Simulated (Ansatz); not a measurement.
**NaVS3 in P4mm, a phase reached by a soft mode: a soft mode frozen in**

Which phase does NaVS3 in P4mm, a phase reached by a soft mode fall into along its unstable mode, and how much energy does it gain?

Program: Ansatz 0.2.0. Level of theory: DFT PBEsol, scalar-relativistic, plane waves, PAW; PAW set soft_1. Results are calculated unless marked as measured.

The structure was built from a prototype and need not be the compound's stable phase.

## 1. Starting point

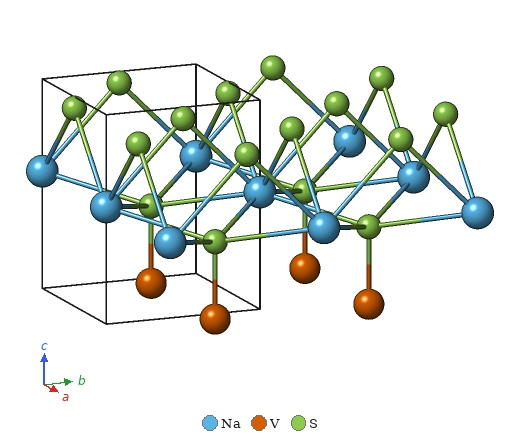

The cell as given, slightly off an axis (sodium blue, vanadium orange, sulfur green). 2×2×1 cells are drawn. Some periodic images of atoms are drawn too.

Coordinates:

```cif
data_structure
_symmetry_space_group_name_H-M 'P4mm'
_symmetry_Int_Tables_number 99
_cell_length_a 4.3323
_cell_length_b 4.3323
_cell_length_c 5.6034
_cell_angle_alpha 90.000
_cell_angle_beta 90.000
_cell_angle_gamma 90.000
_cell_volume 105.17
loop_
_atom_site_label
_atom_site_type_symbol
_atom_site_symmetry_multiplicity
_atom_site_Wyckoff_symbol
_atom_site_fract_x
_atom_site_fract_y
_atom_site_fract_z
_atom_site_occupancy
Na1 Na 1 a 0.00000 0.00000 0.55955 1
V1 V 1 b 0.50000 0.50000 0.07390 1
S1 S 1 b 0.50000 0.50000 0.44347 1
S2 S 2 c 0.50000 0.00000 0.94581 1
```

## 2. Modes at Γ

This phase was reached earlier by freezing in an unstable mode of a structure of higher symmetry and relaxing. Its zone-centre modes can show that it is still unstable.

File input.yaml:

```yaml
crystal:
  lattice:
    - [4.332306063, 0.0, 0.0]
    - [0.0, 4.332306063, 0.0]
    - [0.0, 0.0, 5.603351591]
  atoms:
    - { symbol: Na, position: [0.0, 0.0, 0.5595514499] }
    - { symbol: V, position: [0.5, 0.5, 0.0738971377] }
    - { symbol: S, position: [0.5, 0.5, 0.4434739098] }
    - { symbol: S, position: [0.5, 0.0, 0.9458118255] }
    - { symbol: S, position: [0.0, 0.5, 0.9458118255] }
kpoints:
  mp_grid: { grid: [8, 8, 6] }
hamiltonian:
  xc: pbesol
  pseudopotentials: { kind: paw, azcp: { folder: soft_1 }, xc_functional: pbe }
scf:
  occupations: { method: methfessel_paxton, width: 0.2 }
output:
  eigenvalues: true
phonons:
  method: dfpt
```

Started as:

```console
ansatz run input.yaml --threads 8 --pin off --max-ram 16384MiB --backend cpu --events-out ev --progress --plain --runs-dir out
```

Numbers of over 12 decimals in the logs are rounded to 6 here.

The log of the run:

```text
zone centre: on kpoints.mp_grid the ground state, and the responses unless they are solved on pairs of k-points, stand on 100 of the mesh's 384 k-points, reduced under 4 symmetry operations, with k and −k counted as one. Each operation leaves every solved displacement unchanged or reverses it
Engine: ansatz 0.2.0, aarch64-unknown-linux-gnu
Pseudopotentials: kind: paw
Pseudopotential: Na, paw, valence charge 9, recommended cutoff 420 eV (normal), soft_1/Na.paw.azcp
Pseudopotential: V, paw, valence charge 13, recommended cutoff 420 eV (normal), soft_1/V.paw.azcp
Pseudopotential: S, paw, valence charge 6, recommended cutoff 420 eV (normal), soft_1/S.paw.azcp
Functional definition: PBEsol
  exchange = pbesol_x
  correlation = pbesol_c
Crystal: 5 atoms, lattice volume = 105.169 Å³
Basis set: ecut = 420 eV, 2059 PW (Γ), exchange–correlation on 60×60×80 points (8 copies of the dense FFT grid, shifted against one another)
Bands: 25, of which v1, the nominal top of the filled ones, is band 20 counted from 1 (19 counted from 0)
Symmetry: 8 space group operations
k-points: 100 of 384 (irreducible under 4 space group operations, time reversal used)
Non-local potential: Na, projectors of the file, l = 0: 3, l = 1: 2, l = 2: 1
Non-local potential: V, projectors of the file, l = 0: 3, l = 1: 2, l = 2: 3, l = 3: 1
Non-local potential: S, projectors of the file, l = 0: 2, l = 1: 2, l = 2: 1
PAW form: soft (Blöchl's): semilocal exchange-correlation on the pseudo side does not see the compensation charge
PAW frozen core: Na, regenerated for the run's functional, and the local potential with it (the file was generated under x = pbe(κ = 0.804, μ = 0.219515), c = pbe(β = 0.066725))
PAW frozen core: V, regenerated for the run's functional, and the local potential with it (the file was generated under x = pbe(κ = 0.804, μ = 0.219515), c = pbe(β = 0.066725))
PAW frozen core: S, regenerated for the run's functional, and the local potential with it (the file was generated under x = pbe(κ = 0.804, μ = 0.219515), c = pbe(β = 0.066725))
PAW one-centre angular grid: Na, 110 points (default); XC on 64 Gauss nodes
PAW one-centre angular grid: V, 590 points (default); XC on 64 Gauss nodes
PAW one-centre angular grid: S, 110 points (default); XC on 64 Gauss nodes
Initial density: superposition of atomic densities (chi_scale 0.1, normalization cell, long waves kept (reshape's long-wave potential 0.02 eV rms))
Initial wavefunctions: pseudopotential atomic-orbital guess
Functional: x = pbesol(κ = 0.804, μ = 0.123457), c = pbesol(β = 0.046)
SCF iter   1: F=—  HF=-7021.470764 eV  |F-HF|=—  |Δ(HF+E_count)|=         —  Δρ=1.13e-1  dr2=2.33e1  ethr=3.10e-3  ⟨swp⟩=6.2  Hψ=11664  notcnv=0
preconditioner: auto → Kerker (q_TF=auto, 2.322 Å⁻¹)  [metal: Δε(μ)=0.012 eV  Ē_g=6.427 eV  σ=0.200 eV  W_gap=0.05  n_scr=20 (ndim 8)  ℏωp=17.7 eV  f_vac=0.000  D(μ)=7.07/eV (n_scr^D=82)]
SCF iter   2: F=—  HF=-7020.000046 eV  |F-HF|=—  |Δ(HF+E_count)|=    1.47e0  S|Δr|=    0.00e0  Δρ=5.41e-2  dr2=5.96e0  ethr=3.10e-3  ⟨swp⟩=2.3  Hψ=5341  notcnv=0
SCF iter   3: F=—  HF=-7019.456438 eV  |F-HF|=—  |Δ(HF+E_count)|=   5.44e-1  S|Δr|=    0.00e0  Δρ=9.25e-3  dr2=1.62e-1  ethr=3.10e-3  ⟨swp⟩=2.4  Hψ=3795  notcnv=0
SCF iter   4: F=—  HF=-7019.449251 eV  |F-HF|=—  |Δ(HF+E_count)|=   7.19e-3  S|Δr|=    0.00e0  Δρ=2.31e-3  dr2=7.64e-3  ethr=4.05e-4  ⟨swp⟩=1.1  Hψ=3178  notcnv=0
SCF iter   5: F=—  HF=-7019.452507 eV  |F-HF|=—  |Δ(HF+E_count)|=   3.26e-3  S|Δr|=    0.00e0  Δρ=8.34e-4  dr2=1.43e-3  ethr=1.91e-5  ⟨swp⟩=2.4  Hψ=3813  notcnv=0
SCF iter   6: F=—  HF=-7019.453208 eV  |F-HF|=—  |Δ(HF+E_count)|=   7.01e-4  S|Δr|=    0.00e0  Δρ=3.28e-4  dr2=2.83e-4  ethr=3.59e-6  ⟨swp⟩=2.4  Hψ=3465  notcnv=0
SCF iter   7: F=—  HF=-7019.453340 eV  |F-HF|=—  |Δ(HF+E_count)|=   1.31e-4  S|Δr|=    0.00e0  Δρ=1.39e-4  dr2=5.26e-5  ethr=7.08e-7  ⟨swp⟩=2.1  Hψ=3394  notcnv=0
SCF iter   8: F=—  HF=-7019.453347 eV  |F-HF|=—  |Δ(HF+E_count)|=   6.81e-6  S|Δr|=    0.00e0  Δρ=6.59e-5  dr2=9.42e-6  ethr=1.32e-7  ⟨swp⟩=2.2  Hψ=3639  notcnv=0
SCF iter   9: F=—  HF=-7019.453351 eV  |F-HF|=—  |Δ(HF+E_count)|=   3.88e-6  S|Δr|=    0.00e0  Δρ=2.99e-5  dr2=1.52e-6  ethr=2.35e-8  ⟨swp⟩=2.1  Hψ=3522  notcnv=0
SCF iter  10: F=—  HF=-7019.453354 eV  |F-HF|=—  |Δ(HF+E_count)|=   3.43e-6  S|Δr|=    0.00e0  Δρ=6.24e-6  dr2=6.43e-8  ethr=3.81e-9  ⟨swp⟩=2.7  Hψ=3864  notcnv=0
SCF iter  11: F=—  HF=-7019.453354 eV  |F-HF|=—  |Δ(HF+E_count)|=   7.09e-9  S|Δr|=    0.00e0  Δρ=2.25e-6  dr2=1.08e-8  ethr=1.61e-10  ⟨swp⟩=2.2  Hψ=4191  notcnv=0
SCF iter  12: F=—  HF=-7019.453354 eV  |F-HF|=—  |Δ(HF+E_count)|=  5.18e-11  S|Δr|=    0.00e0  Δρ=1.09e-6  dr2=2.56e-9  ethr=2.69e-11  ⟨swp⟩=2.3  Hψ=4270  notcnv=0
SCF iter  13: F=—  HF=-7019.453354 eV  |F-HF|=—  |Δ(HF+E_count)|=  5.57e-10  S|Δr|=    0.00e0  Δρ=3.22e-7  dr2=2.87e-10  ethr=6.41e-12  ⟨swp⟩=2.2  Hψ=3739  notcnv=0
SCF iter  14: F=—  HF=-7019.453354 eV  |F-HF|=—  |Δ(HF+E_count)|=  3.73e-11  S|Δr|=    0.00e0  Δρ=1.42e-7  dr2=3.66e-11  ethr=1.00e-12  ⟨swp⟩=2.7  Hψ=4495  notcnv=0
SCF iter  15: F=-7019.453354 eV  HF=-7019.453354 eV  |F-HF|=9.09e-13  |Δ(HF+E_count)|=  7.28e-12  S|Δr|=    0.00e0  Δρ=6.60e-8  dr2=4.83e-12  ethr=1.00e-12  ⟨swp⟩=6.7  Hψ=11950  notcnv=0
SCF 1 converged in 15 iterations: F = -7019.453354 eV  dr2 = 4.83e-12
  greatest PAW one-centre occupation: 1.000 electrons in one spin orbital (limit 2), on the V atom at site 1 (counted from 0), in its partial waves of l = 0
DFPT response loops at Γ: preconditioner auto → Kerker (q_TF=auto, 2.322 Å⁻¹) (partly filled bands, converged f_vac=0.035); β = 1.00, the filter's whole step (`scf.mixing.beta` (0.50) is not read by the response loops under this deck's `scf.mixing.preconditioner`; to damp them name `kerker` or `kerker_dos`, under which they read `scf.mixing.beta`, and type it under 1.00, their step now; both keys bind the ground state too); Broyden in place of MSR1
SCF converged after 15 iterations
Stability not checked: this state was not tested for a lower state beside it, because cold or Methfessel-Paxton smearing, or corrected tetrahedra, fill the levels in a way that the test cannot read (fill_not_monotonic; see scf.lower_state_search)
Free energy (F): -7019.453354 eV
Harris-Foulkes:  -7019.453354 eV  (|F-HF|=9.09e-13)
Internal energy: -7019.463300 eV  (E = F + TS)
E sigma→0 (E₀):  -7019.455841 eV
Entropy (-TS):   0.009946 eV (1.989 meV/atom)
Fermi energy:    5.979946 eV
--- Per-component energies (eV) ---
  E_band       = -503.919951
  E_kinetic    = 724.455766
  E_local      = -3668.653469  (includes V_loc(G=0)·N_el)
  E_nonlocal   = 464.946026
  E_hartree    = 1375.869739
  E_xc         = -413.702068
  E_vxc        = -438.582401  (∫ρ·V_xc dr)
  E_paw        = -3158.769088  (= ΣΔE_a)
  E_vpaw       = -337.826329  (= ΣTr[D̂ρ^β])
  E_aug_tail   = 0.000977  (compensation charges beyond the density's cutoff)
  E_ewald      = -2344.001405
  E_core_change = 0.390221  (= ΣΔE_core)
  E_smearing   = 0.009946  (= −TS)
  E_closure    = -0.000000  (closes the sum)
  Σ components = -7019.453354   (vs F -7019.453354, Δ=0.00e0)
--- Band table (eV; the first three rows and the last of 100) ---
  k-point 0: bands = [... 16 lower, 3.2524, 3.6964, 5.1321, 5.3795, 5.3795, 7.5884, 7.5884, 7.7927, ... 1 higher]
  k-point 1: bands = [... 16 lower, 3.2666, 3.6650, 5.1337, 5.3830, 5.3830, 7.5528, 7.5528, 7.7894, ... 1 higher]
  k-point 2: bands = [... 16 lower, 3.2948, 3.6038, 5.1369, 5.3897, 5.3897, 7.4840, 7.4840, 7.9383, ... 1 higher]
  k-point 99: bands = [... 16 lower, 2.4541, 4.9464, 4.9464, 6.0572, 6.0572, 6.4192, 6.9664, 7.2803, ... 1 higher]
--- Phonons (Γ-DFPT): 9 representative perturbations + reference, on 100 of 384 k-points (Σ response iterations 27) ---
  k mesh reduced under 4 symmetry operations, with k and −k counted as one. Each operation leaves every solved displacement unchanged or reverses it
  ASR residual: 1.403e-4 → 0.000e0 eV/Å²; symmetrization residual: 4.983e-6 eV/Å²
  ASR residual per site (eV/Å²): 1.40e-4 1.65e-5 1.41e-5 1.26e-5 1.26e-5
  Γ frequencies (cm⁻¹): -119.96 -119.96 0.00 0.00 0.00 86.48 87.71 87.71 122.19 145.43 145.43 216.85 374.15 374.15 521.86
  non-analytic LO–TO correction: not included (Born effective charges unavailable; polar crystals: no LO–TO splitting at Γ)
```

The job ended after 30 s (8 threads of Arm Neoverse V2, shared host; peak memory 1.2 GiB).

Reading the cycles: dr2 is the Hartree energy of the density residual (eV), the measure of convergence; HF is the Harris–Foulkes estimate of the energy, which meets the free energy F at convergence.

Numbers from this step:

```
volume per atom                                         : 21.03 Å³
gap on the k-mesh                                       : 0 eV
sum-rule residual before enforcement                    : 1.40e-4 eV/Å²
point group                                             : 4mm
highest optical mode at the zone centre (no LO-TO term) : 521.9 cm⁻¹
lowest optical zone-centre mode                         : -120.0 cm⁻¹
```

Patterns of degenerate modes are one choice out of their space. The modes at Γ (shares of kinetic energy by element, %) (negative means imaginary):

```tsv
mode	frequency (cm⁻¹)	symmetry	Na %	V %	S %
1	-120.0	E	1	27	72
2	-120.0	E	1	27	72
3	0.0	acoustic	14	30	57
4	0.0	acoustic	14	30	57
5	0.0	acoustic	14	30	57
6	86.5	A1	86	4	9
7	87.7	E	78	9	12
8	87.7	E	78	9	12
9	122.2	B1	0	0	100
10	145.4	E	8	15	77
11	145.4	E	8	15	77
12	216.8	A1	0	25	75
13	374.1	E	0	19	81
14	374.1	E	0	19	81
15	521.9	A1	0	40	59
```

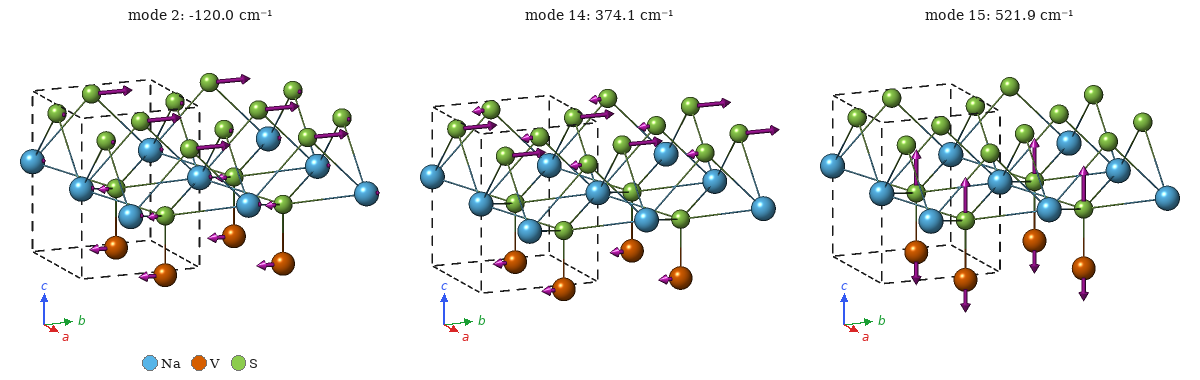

Displacement patterns of modes 2, 14 and 15 at Γ; arrows are exaggerated. 2×2×1 cells are drawn. Some periodic images of atoms are drawn too.

Before it was imposed, the acoustic sum rule was missed by 1.4e-4 eV/Å². Small misses are needed for a sound result but don't prove that mesh and cutoff are converged. The lowest optical mode is imaginary, 120.0i cm⁻¹, so the energy falls along it.

## 3. The mode frozen in, largest atomic shift 0 Å

The mode followed lies at Γ with frequency 120.0i cm⁻¹ and is 2-fold degenerate, the softest among the wavevectors solved. At small amplitude the distorted cell has space group no. 6 by a symmetry search on the positions. The undistorted cell that holds it gives the zero of energy on the same k mesh.

Edit input.yaml of step 2 so:

```diff
@@ -19,4 +19,4 @@
 output:
+  forces: true
+  stress: true
   eigenvalues: true
-phonons:
-  method: dfpt
```

The log of the run:

```text
[...]
Crystal: 5 atoms, lattice volume = 105.169 Å³
Basis set: ecut = 420 eV, 2059 PW (Γ), exchange–correlation on 60×60×80 points (8 copies of the dense FFT grid, shifted against one another)
Bands: 25, of which v1, the nominal top of the filled ones, is band 20 counted from 1 (19 counted from 0)
Symmetry: 8 space group operations
[...]
k-points: 60 of 384 (time reversal used)
[...]
k-point 0: bands = [... 16 lower, 3.2523, 3.6964, 5.1319, 5.3794, 5.3794, 7.5883, 7.5883, 7.7927, ... 1 higher]
  k-point 1: bands = [... 16 lower, 3.2665, 3.6649, 5.1335, 5.3829, 5.3829, 7.5527, 7.5527, 7.7893, ... 1 higher]
  k-point 2: bands = [... 16 lower, 3.2947, 3.6037, 5.1367, 5.3897, 5.3897, 7.4839, 7.4839, 7.9382, ... 1 higher]
  k-point 59: bands = [... 16 lower, 2.4540, 4.9463, 4.9463, 6.0571, 6.0571, 6.4191, 6.9664, 7.2802, ... 1 higher]
[key lines of the parts left out:]
SCF converged after 10 iterations
Free energy (F): -7019.453354 eV
Fermi energy:    5.979831 eV
P = ⅓ Tr σ = -0.0050 GPa (-0.050 kbar)
```

Run time: 1.9 s. Hardware: 8 threads; peak memory 0.47 GiB.

This step gave:

| Quantity | Value |
| --- | --- |
| pressure | -0.004953 GPa |
| energy from the undistorted cell | 0 meV/atom |

The run ends at a pressure of 0.00 GPa, with forces up to 7.9e-4 eV/Å.

## 4. The mode frozen in, largest atomic shift 0.32 Å

The atoms are moved along the unstable eigenvector, the largest shift by 0.32 Å, with the cell fixed.

input.yaml, the sections that differ from step 3:

```yaml
crystal:
  lattice:
    - [4.332306063, 0.0, 0.0]
    - [0.0, 4.332306063, 0.0]
    - [0.0, 0.0, 5.603351591]
  atoms:
    - { symbol: Na, position: [0.0, 0.0076392385, 0.5595514499] }
    - { symbol: V, position: [0.5, 0.462550874, 0.0738971377] }
    - { symbol: S, position: [0.5, 0.4772579044, 0.4434739098] }
    - { symbol: S, position: [0.5, 0.0029049542, 0.9458118255] }
    - { symbol: S, position: [0.0, 0.5738636641, 0.9458118255] }
# kpoints, hamiltonian, scf, output: as in step 3
```

The log of the run:

```text
[...]
Crystal: 5 atoms, lattice volume = 105.169 Å³
Basis set: ecut = 420 eV, 2059 PW (Γ), exchange–correlation on 60×60×80 points (8 copies of the dense FFT grid, shifted against one another)
Bands: 25, of which v1, the nominal top of the filled ones, is band 20 counted from 1 (19 counted from 0)
Symmetry: 2 space group operations
[...]
k-points: 130 of 384 (time reversal used)
[...]
k-point 0: bands = [... 16 lower, 3.3345, 3.7347, 4.4044, 5.0775, 6.0610, 7.5644, 7.7128, 7.9782, ... 1 higher]
  k-point 1: bands = [... 16 lower, 3.3306, 3.7085, 4.4020, 5.0996, 6.0905, 7.5301, 7.7259, 7.9359, ... 1 higher]
  k-point 2: bands = [... 16 lower, 3.3229, 3.6630, 4.3977, 5.1441, 6.1511, 7.4724, 7.8518, 7.8964, ... 1 higher]
  k-point 129: bands = [... 16 lower, 2.8081, 4.6595, 4.8681, 6.0563, 6.1070, 6.5226, 7.1329, 7.3675, ... 1 higher]
[key lines of the parts left out:]
SCF converged after 10 iterations
Free energy (F): -7019.518614 eV
Fermi energy:    5.999572 eV
P = ⅓ Tr σ = -0.0042 GPa (-0.042 kbar)
```

Run time: 4.1 s. Hardware: 8 threads; peak memory 0.59 GiB.

This step gave:

| Property | Result |
| --- | --- |
| pressure | -0.004200 GPa |
| energy from the undistorted cell | -12.83 meV/atom |

The energy, extrapolated to zero smearing, is -12.83 meV/atom against the undistorted cell.

The run ends at a pressure of 0.00 GPa, with forces up to 0.41 eV/Å.

## 5. Energy along the mode, all amplitudes (two of the runs are shown above)

An imaginary frequency means negative curvature, so the energy should fall and then rise again as anharmonic terms take over.

This step gave:

| Property | Result |
| --- | --- |
| depth at the lowest point sampled | 12.83 meV/atom |
| largest atomic shift at that point | 0.32 Å |

Energy from the parent against largest atomic shift:

```tsv
largest atomic shift (Å)	energy from the parent (meV/atom)
0.000	0
0.040	-0.368
0.080	-1.40
0.140	-3.90
0.220	-8.59
0.320	-12.8
0.450	3.73
0.600	77.9
```

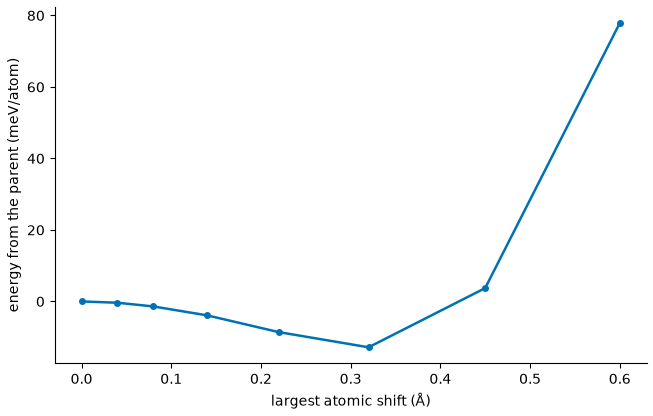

Energy from the parent, plotted against largest atomic shift.

Displacement at unit largest shift by atom:

```tsv
atom	x (Å)	y (Å)	z (Å)	size
Na1	0.00	0.10	0.00	0.10
V2	0.00	-0.51	0.00	0.51
S3	0.00	-0.31	0.00	0.31
S4	0.00	0.04	0.00	0.04
S5	0.00	1.00	0.00	1.00
```

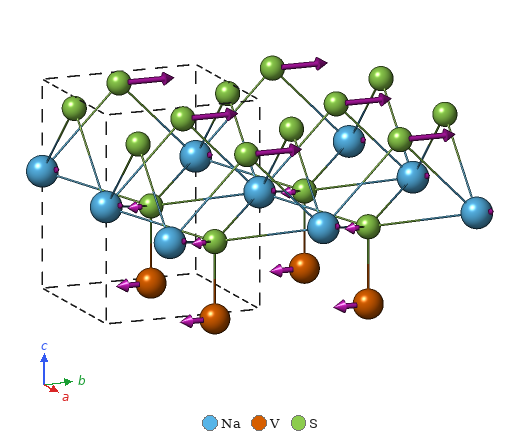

Displacement at unit largest shift as arrows, the longest 1 Å. 2×2×1 cells are drawn. Some periodic images of atoms are drawn too.

The lowest of the steps tried is at 0.32 Å, 12.8 meV/atom below the parent; the bottom of the well need not coincide with a step.

[end of part 1 of 2]

[Logs are printed without paths, hosts, clocks, repeated set-up lines and the standing remarks that a program may print on its own settings, such as how far it seeks lower states.]

[Hosts, paths, dates, database ids (printed as entryN), source tags and the programs' standing remarks are cut or masked in the printed files.]
